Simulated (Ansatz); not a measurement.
Start from ZrO$_{2}$ in the fluorite structure (space group Fm-3m, No. 225; a = 5.089 Å).

The change: the cell is scaled by 0.9571 in all directions; the atoms relax in the strained cell.

All numbers come from Kohn–Sham DFT with the r2SCAN functional, run in Ansatz (a program for electronic structure) with PAW and 500 eV plane waves, no SOC.

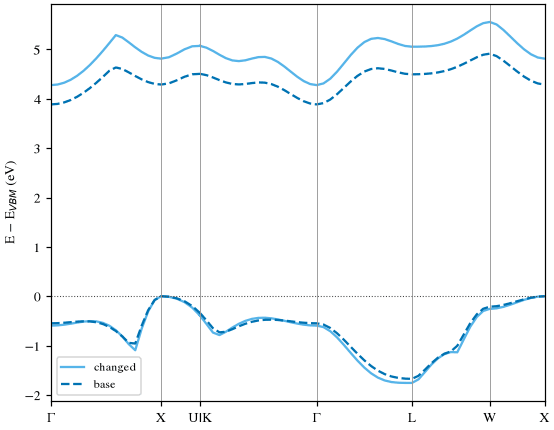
Figure: Highest valence and lowest conduction band along the path, each from its own valence-band maximum

The gap is 4.28 eV, indirect, X → Γ; the base has 3.89 eV.

Stability against distortions was not tested. This is not the structure that ZrO2 has at room temperature and ambient pressure.
